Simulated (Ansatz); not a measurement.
# Sn: a one-atom displacement scan

Aim: for Sn, map the energy as atom 1 (Sn) is pushed off its site.

Method: DFT LDA, scalar-relativistic, plane waves, PAW, in Ansatz 0.2.0.

## 1. The system as given

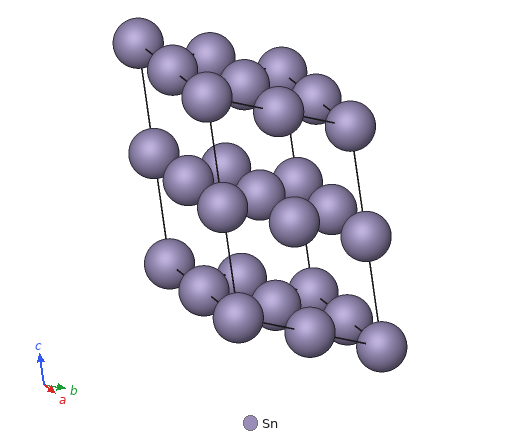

The starting structure, seen slightly off an axis (tin purple). Atoms on the faces are drawn again on the opposite ones.

As a file:

```
CELL_PARAMETERS angstrom
-3.45308 3.55109 -4.67668
-3.45308 -3.55109 4.67668
3.45308 3.55109 4.67668
ATOMIC_POSITIONS crystal
Sn 0.50000 0.50000 0.00000
Sn 0.50000 0.00000 0.00000
Sn 0.00000 0.50000 0.00000
Sn 0.00000 0.00000 0.00000
Sn 0.50000 0.50000 0.50000
Sn 0.50000 0.00000 0.50000
Sn 0.00000 0.50000 0.50000
Sn 0.00000 0.00000 0.50000
```

It goes back to an entry of the Materials Project, which need not be the stable form.

The cell is taken as given, not relaxed at this level.

## 2. Zero of the scan

File input.yaml:

```yaml
crystal:
  lattice:
    - [-3.453078, 3.551094, -4.676684]
    - [-3.453078, -3.551094, 4.676684]
    - [3.453078, 3.551094, 4.676684]
  atoms:
    - { symbol: Sn, position: [0.5, 0.5, 0.0] }
    - { symbol: Sn, position: [0.5, 0.0, 0.0] }
    - { symbol: Sn, position: [0.0, 0.5, 0.0] }
    - { symbol: Sn, position: [0.0, 0.0, 0.0] }
    - { symbol: Sn, position: [0.5, 0.5, 0.5] }
    - { symbol: Sn, position: [0.5, 0.0, 0.5] }
    - { symbol: Sn, position: [0.0, 0.5, 0.5] }
    - { symbol: Sn, position: [0.0, 0.0, 0.5] }
basis:
  ecutwfc: 420
kpoints:
  mp_grid: { grid: [10, 10, 10] }
hamiltonian:
  xc: lda
scf:
  occupations: { method: gaussian, width: 0.15 }
output:
  forces: true
  stress: true
  eigenvalues: true
  write_density: true
  write_potential: true
  elf: true
  volumetric_format: npy
```

Started as:

```sh
ansatz run input.yaml --threads 2 --pin off --max-ram 5120MiB --backend cpu --events-out ev --progress --plain --runs-dir out
```

Output, cut to the lines that bear on the results:

```text
Warning: RAYON_NUM_THREADS=2 ignored (pool sized by the plan → 2); use --threads N
[...]
Pseudopotentials: kind: paw
Pseudopotential: Sn, paw, valence charge 14, recommended cutoff 420 eV (normal), Sn.paw.azcp
Functional definition: SPW92
[...]
Crystal: 8 atoms, lattice volume = 229.386 Å³
Basis set: ecut = 420 eV, 4503 PW (Γ)
Bands: 68, of which v1, the nominal top of the filled ones, is band 56 counted from 1 (55 counted from 0)
Symmetry: 64 space group operations
Space group: Immm (ITA 71), of the structure as read, at distance tolerance 6.1e-5 Å
k-points: 171 of 1000
[...]
SCF iter   1: F=—  HF=-47035.581132 eV  |F-HF|=—  |Δ(HF+E_count)|=         —  Δρ=6.77e-3  dr2=4.96e-2  ethr=1.77e-3  ⟨swp⟩=7.4  Hψ=49917  notcnv=0
[...]
SCF iter   7: F=-47035.558010 eV  HF=-47035.558010 eV  |F-HF|=3.58e-9  |Δ(HF+E_count)|=   7.47e-8  Δρ=2.08e-6  dr2=6.95e-9  ethr=8.93e-11  ⟨swp⟩=13.9  Hψ=81187  notcnv=0
[...]
SCF converged after 7 iterations
Free energy (F): -47035.558010 eV
[...]
E sigma→0 (E₀):  -47035.534337 eV
Entropy (-TS):   -0.047346 eV (-5.918 meV/atom)
Fermi energy:    9.821759 eV
[...]
--- Forces (eV/Å), atoms counted from 1 ---
  atom   1  Sn    -0.00000000     0.00000000     0.00000000
  atom   2  Sn     0.00000000     0.00000000     0.00000000
  atom   3  Sn     0.00000000    -0.00000000    -0.00000000
  atom   4  Sn    -0.00000000     0.00000000    -0.00000000
  atom   5  Sn     0.00000000     0.00000000     0.00000000
  atom   6  Sn     0.00000000     0.00000000     0.00000000
  atom   7  Sn     0.00000000    -0.00000000    -0.00000000
  atom   8  Sn    -0.00000000    -0.00000000    -0.00000000
[...]
--- Stress (GPa, compression-positive) ---
       -4.388171       0.000000       0.000000
        0.000000      -5.078707      -0.000000
        0.000000      -0.000000      -4.796015
  P = ⅓ Tr σ = -4.7543 GPa (-47.543 kbar)
--- Band table (eV; the first three rows and the last of 171) ---
[...]
```

Wall time 2.1 min (2 threads of Intel Xeon Platinum 8259CL at 2.50GHz (Skylake/Cascade Lake), shared host); peak memory 1.7 GiB.

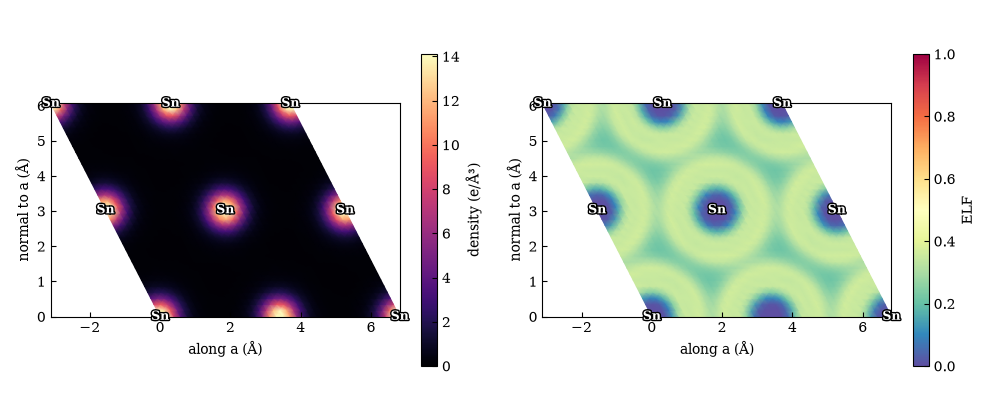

Density (left) and ELF (right) in a lattice plane of the grid's cell (edges 6.81 and 6.81 Å, at 0.000 of the third edge), which holds Sn. Only atoms in the plane are labelled; the density scale stops at 14.11 e/Å³. Both are smooth fields of the valence electrons: close to the nuclei they are not physical.

The cell is repeated 8 times, 8 atoms in all. The reference gives a free energy of -47035.5580 eV, pressure -4.75 GPa, largest force 0.000 eV/Å and gap on the mesh none (metal).

## 3. The scan: a one-atom displacement scan

Atom 1 (Sn) is moved by x along the Cartesian unit vector (0.707, 0.707, 0.000); the cell and all other atoms stay fixed. Forces below are components along that vector, summed over the moved atoms. In a periodic cell its images move with it.

## 4. Point x = -0.300 Å

input.yaml: that of step 2 with these lines changed.

```diff
@@ -6,3 +6,3 @@
   atoms:
-    - { symbol: Sn, position: [0.5, 0.5, 0.0] }
+    - { symbol: Sn, position: [0.500847822, 0.5307163688, -0.0298685468] }
     - { symbol: Sn, position: [0.5, 0.0, 0.0] }
@@ -26,5 +26 @@
   eigenvalues: true
-  write_density: true
-  write_potential: true
-  elf: true
-  volumetric_format: npy
```

Started as:

```sh
ansatz run input.yaml --threads 2 --pin off --max-ram 5120MiB --backend cpu --events-out ev --progress --plain --runs-dir out
```

Output, cut to the lines that bear on the results:

```text
Warning: RAYON_NUM_THREADS=2 ignored (pool sized by the plan → 2); use --threads N
[...]
[... 3 set-up lines as earlier in the session ...]
[...]
Crystal: 8 atoms, lattice volume = 229.386 Å³
Basis set: ecut = 420 eV, 4503 PW (Γ)
Bands: 68, of which v1, the nominal top of the filled ones, is band 56 counted from 1 (55 counted from 0)
Symmetry: 2 space group operations
Space group: Cm (ITA 8), of the structure as read, at distance tolerance 6.1e-5 Å
k-points: 282 of 1000 (time reversal used)
[...]
SCF iter   1: F=—  HF=-47035.556244 eV  |F-HF|=—  |Δ(HF+E_count)|=         —  Δρ=6.69e-3  dr2=4.90e-2  ethr=1.77e-3  ⟨swp⟩=7.5  Hψ=80054  notcnv=0
[...]
SCF iter   7: F=-47035.531640 eV  HF=-47035.531640 eV  |F-HF|=4.79e-8  |Δ(HF+E_count)|=   8.10e-8  Δρ=4.90e-6  dr2=5.45e-8  ethr=8.93e-11  ⟨swp⟩=10.3  Hψ=85553  notcnv=0
[...]
SCF converged after 7 iterations
Free energy (F): -47035.531640 eV
[...]
E sigma→0 (E₀):  -47035.507825 eV
Entropy (-TS):   -0.047629 eV (-5.954 meV/atom)
Fermi energy:    9.810833 eV
[...]
--- Forces (eV/Å), atoms counted from 1 ---
  atom   1  Sn     0.16909836     0.12624846     0.00000000
  atom   2  Sn    -0.05228829    -0.05710196     0.12076610
  atom   3  Sn     0.05043227     0.04562975    -0.00171394
  atom   4  Sn    -0.12840106     0.02686185     0.00000000
  atom   5  Sn    -0.05228829    -0.05710196    -0.12076610
  atom   6  Sn    -0.06164613    -0.06076029    -0.00000000
  atom   7  Sn     0.02466134    -0.06940507    -0.00000000
  atom   8  Sn     0.05043227     0.04562975     0.00171394
[...]
--- Stress (GPa, compression-positive) ---
       -4.153501       0.040862       0.000000
        0.040862      -4.855707      -0.000000
        0.000000      -0.000000      -4.565948
  P = ⅓ Tr σ = -4.5251 GPa (-45.251 kbar)
--- Band table (eV; the first three rows and the last of 282) ---
[...]
```

Run time: 3.1 min. Hardware: 2 threads of Intel Xeon Platinum 8259CL at 2.50GHz (Skylake/Cascade Lake), shared host; peak memory 2.6 GiB.

## 5. At x = 0.225 Å

input.yaml: that of step 4 with these lines changed.

```diff
@@ -6,3 +6,3 @@
   atoms:
-    - { symbol: Sn, position: [0.500847822, 0.5307163688, -0.0298685468] }
+    - { symbol: Sn, position: [0.4993641335, 0.4769627234, 0.0224014101] }
     - { symbol: Sn, position: [0.5, 0.0, 0.0] }
```

Started as:

```sh
ansatz run input.yaml --threads 2 --pin off --max-ram 5120MiB --backend cpu --events-out ev --progress --plain --runs-dir out
```

Output, cut to the lines that bear on the results:

```text
[...]
SCF converged after 7 iterations
Free energy (F): -47035.544402 eV
[...]
E sigma→0 (E₀):  -47035.520543 eV
Entropy (-TS):   -0.047718 eV (-5.965 meV/atom)
Fermi energy:    9.815298 eV
[...]
--- Forces (eV/Å), atoms counted from 1 ---
  atom   1  Sn    -0.11019818    -0.08077714    -0.00000000
  atom   2  Sn     0.03480153     0.03820870    -0.08370898
  atom   3  Sn    -0.03777992    -0.03436962     0.00130036
  atom   4  Sn     0.08889726    -0.01933083    -0.00000000
  atom   5  Sn     0.03480153     0.03820870     0.08370898
  atom   6  Sn     0.04574165     0.04519799     0.00000000
  atom   7  Sn    -0.01848520     0.04723060     0.00000000
  atom   8  Sn    -0.03777992    -0.03436962    -0.00130036
[...]
--- Stress (GPa, compression-positive) ---
       -4.254995       0.024830       0.000000
        0.024830      -4.953665      -0.000000
        0.000000      -0.000000      -4.671322
  P = ⅓ Tr σ = -4.6267 GPa (-46.267 kbar)
--- Band table (eV; the first three rows and the last of 282) ---
[...]
```

Run time: 2.9 min. Hardware: 2 threads of Intel Xeon Platinum 8259CL at 2.50GHz (Skylake/Cascade Lake), shared host; peak memory 2.7 GiB.

## 6. Point x = -0.150 Å

input.yaml: that of step 5 with these lines changed.

```diff
@@ -6,3 +6,3 @@
   atoms:
-    - { symbol: Sn, position: [0.4993641335, 0.4769627234, 0.0224014101] }
+    - { symbol: Sn, position: [0.500423911, 0.5153581844, -0.0149342734] }
     - { symbol: Sn, position: [0.5, 0.0, 0.0] }
@@ -26 +26,5 @@
   eigenvalues: true
+  write_density: true
+  write_potential: true
+  elf: true
+  volumetric_format: npy
```

Started as:

```sh
ansatz run input.yaml --threads 2 --pin off --max-ram 5120MiB --backend cpu --events-out ev --progress --plain --runs-dir out
```

Output, cut to the lines that bear on the results:

```text
Warning: RAYON_NUM_THREADS=2 ignored (pool sized by the plan → 2); use --threads N
[...]
[... 3 set-up lines as earlier in the session ...]
[...]
Crystal: 8 atoms, lattice volume = 229.386 Å³
Basis set: ecut = 420 eV, 4503 PW (Γ)
Bands: 68, of which v1, the nominal top of the filled ones, is band 56 counted from 1 (55 counted from 0)
[... 2 set-up lines as earlier in the session ...]
k-points: 282 of 1000 (time reversal used)
[...]
SCF iter   1: F=—  HF=-47035.576494 eV  |F-HF|=—  |Δ(HF+E_count)|=         —  Δρ=6.72e-3  dr2=4.91e-2  ethr=1.77e-3  ⟨swp⟩=7.4  Hψ=80582  notcnv=0
[...]
SCF iter   7: F=-47035.552358 eV  HF=-47035.552358 eV  |F-HF|=2.54e-8  |Δ(HF+E_count)|=   1.70e-7  Δρ=3.67e-6  dr2=3.42e-8  ethr=8.93e-11  ⟨swp⟩=14.4  Hψ=148334  notcnv=0
[...]
SCF converged after 7 iterations
Free energy (F): -47035.552358 eV
[...]
E sigma→0 (E₀):  -47035.528571 eV
Entropy (-TS):   -0.047574 eV (-5.947 meV/atom)
Fermi energy:    9.818761 eV
[...]
--- Forces (eV/Å), atoms counted from 1 ---
  atom   1  Sn     0.06545324     0.04719256     0.00000000
  atom   2  Sn    -0.02121376    -0.02335551     0.05277860
  atom   3  Sn     0.02514307     0.02300706    -0.00092035
  atom   4  Sn    -0.05563513     0.01266276     0.00000000
  atom   5  Sn    -0.02121376    -0.02335551    -0.05277860
  atom   6  Sn    -0.03020909    -0.02984323    -0.00000000
  atom   7  Sn     0.01253221    -0.02931521    -0.00000000
  atom   8  Sn     0.02514307     0.02300706     0.00092035
[...]
--- Stress (GPa, compression-positive) ---
       -4.328354       0.011664       0.000000
        0.011664      -5.023322      -0.000000
        0.000000      -0.000000      -4.742359
  P = ⅓ Tr σ = -4.6980 GPa (-46.980 kbar)
--- Band table (eV; the first three rows and the last of 282) ---
[...]
```

Wall time 4.5 min (2 threads of Intel Xeon Platinum 8259CL at 2.50GHz (Skylake/Cascade Lake), shared host); peak memory 2.7 GiB.

The maps below are laid out on this run's own conventional cell (a, b, c = 9.906, 9.353, 6.906 Å).

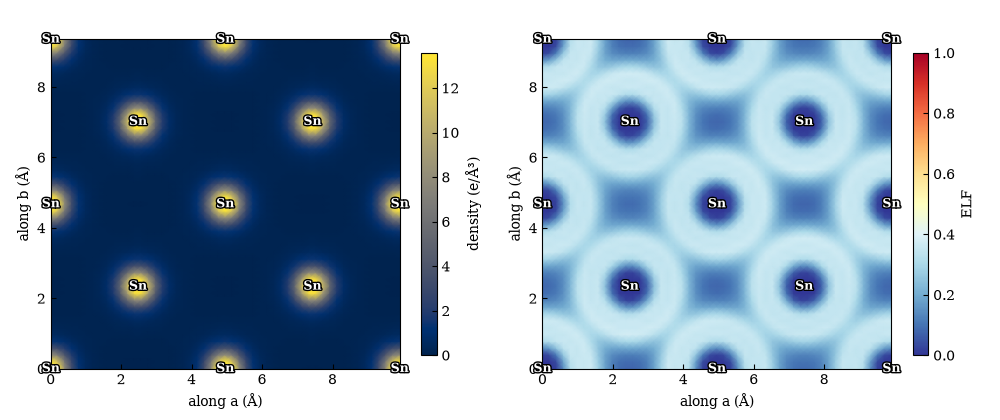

Density (left) and ELF (right) in a lattice plane of the grid's cell (edges 9.91 and 9.35 Å, at 0.000 of the third edge), which holds Sn. Only atoms in the plane are labelled; the density scale stops at 13.58 e/Å³. Both are smooth fields of the valence electrons: close to the nuclei they are not physical.

## 7. x = 0.075 Å

input.yaml: that of step 6 with these lines changed.

```diff
@@ -6,3 +6,3 @@
   atoms:
-    - { symbol: Sn, position: [0.500423911, 0.5153581844, -0.0149342734] }
+    - { symbol: Sn, position: [0.4997880445, 0.4923209078, 0.0074671367] }
     - { symbol: Sn, position: [0.5, 0.0, 0.0] }
```

Started as:

```sh
ansatz run input.yaml --threads 2 --pin off --max-ram 5120MiB --backend cpu --events-out ev --progress --plain --runs-dir out
```

Output, cut to the lines that bear on the results:

```text
Warning: RAYON_NUM_THREADS=2 ignored (pool sized by the plan → 2); use --threads N
[...]
[... 3 set-up lines as earlier in the session ...]
[...]
Crystal: 8 atoms, lattice volume = 229.386 Å³
Basis set: ecut = 420 eV, 4503 PW (Γ)
Bands: 68, of which v1, the nominal top of the filled ones, is band 56 counted from 1 (55 counted from 0)
[... 2 set-up lines as earlier in the session ...]
k-points: 282 of 1000 (time reversal used)
[...]
SCF iter   1: F=—  HF=-47035.580256 eV  |F-HF|=—  |Δ(HF+E_count)|=         —  Δρ=6.75e-3  dr2=4.93e-2  ethr=1.77e-3  ⟨swp⟩=7.2  Hψ=81237  notcnv=0
[...]
SCF iter   7: F=-47035.556659 eV  HF=-47035.556659 eV  |F-HF|=6.88e-9  |Δ(HF+E_count)|=   1.23e-7  Δρ=2.18e-6  dr2=1.24e-8  ethr=8.93e-11  ⟨swp⟩=14.4  Hψ=147266  notcnv=0
[...]
SCF converged after 7 iterations
Free energy (F): -47035.556659 eV
[...]
E sigma→0 (E₀):  -47035.532956 eV
Entropy (-TS):   -0.047405 eV (-5.926 meV/atom)
Fermi energy:    9.820986 eV
[...]
--- Forces (eV/Å), atoms counted from 1 ---
  atom   1  Sn    -0.03022691    -0.02152988    -0.00000000
  atom   2  Sn     0.01003006     0.01104794    -0.02555644
  atom   3  Sn    -0.01254693    -0.01153296     0.00049143
  atom   4  Sn     0.02663435    -0.00634176    -0.00000000
  atom   5  Sn     0.01003006     0.01104794     0.02555644
  atom   6  Sn     0.01505299     0.01484391     0.00000000
  atom   7  Sn    -0.00642674     0.01399806     0.00000000
  atom   8  Sn    -0.01254693    -0.01153296    -0.00049143
[...]
--- Stress (GPa, compression-positive) ---
       -4.373080       0.003009       0.000000
        0.003009      -5.064911      -0.000000
        0.000000      -0.000000      -4.782916
  P = ⅓ Tr σ = -4.7403 GPa (-47.403 kbar)
--- Band table (eV; the first three rows and the last of 282) ---
[...]
```

Wall time 4.4 min (2 threads of Intel Xeon Platinum 8259CL at 2.50GHz (Skylake/Cascade Lake), shared host); peak memory 2.7 GiB.

Axes a, b and c in the maps are those of this run's conventional cell (a, b, c = 9.906, 9.353, 6.906 Å).

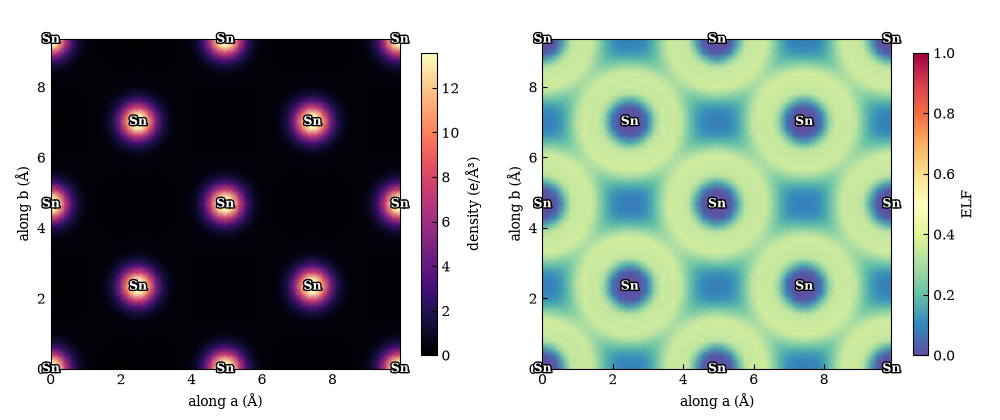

Density (left) and ELF (right) in a lattice plane of the grid's cell (edges 9.91 and 9.35 Å, at 0.000 of the third edge), which holds Sn. Only atoms in the plane are labelled; the density scale stops at 13.58 e/Å³. Both are smooth fields of the valence electrons: close to the nuclei they are not physical.

## 8. The scan collected

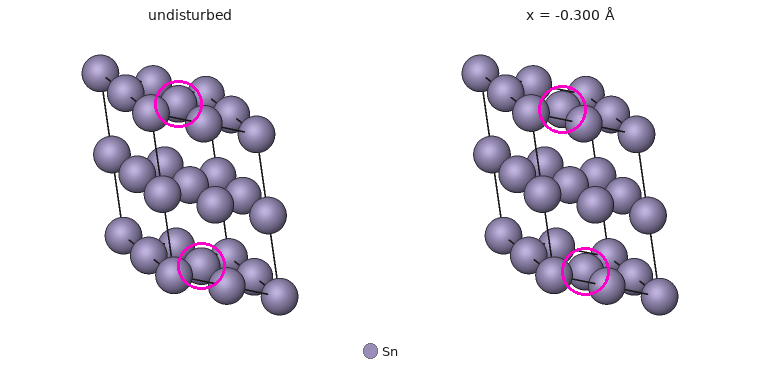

The undisturbed cell and the costliest point of the scan, at one scale, with neighbouring cells. Atom 1 and its images are ringed.

Collected from the runs (energy zero: the undisturbed cell):

| x (Å) | ΔE (meV/cell) | force on the moved atoms (eV/Å) | pressure (GPa) |
| --- | --- | --- | --- |
| -0.300 | 26.4 | 0.209 | -4.5 |
| -0.150 | 5.7 | 0.080 | -4.7 |
| 0.000 | 0.0 | 0.000 | -4.8 |
| 0.075 | 1.4 | -0.037 | -4.7 |
| 0.225 | 13.6 | -0.135 | -4.6 |

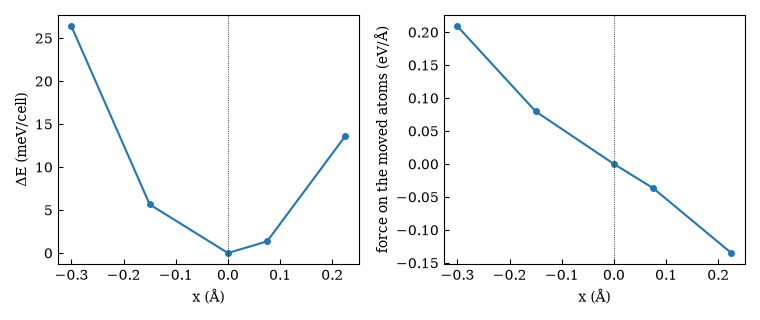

ΔE and force on the moved atoms along the scan.

## 9. Results

| quantity | value |
| --- | --- |
| force constant along x, from the points at -0.150, 0 and 0.075 Å | 0.50 eV/Å² |

In words: Near the site the force constant is 0.50 eV/Å²; for the mass of Sn against a rigid frame that is a vibration of about 34 cm⁻¹. The step of 0.15 Å is wide, so anharmonic terms mix in. No sampled point lies below the undisturbed cell.
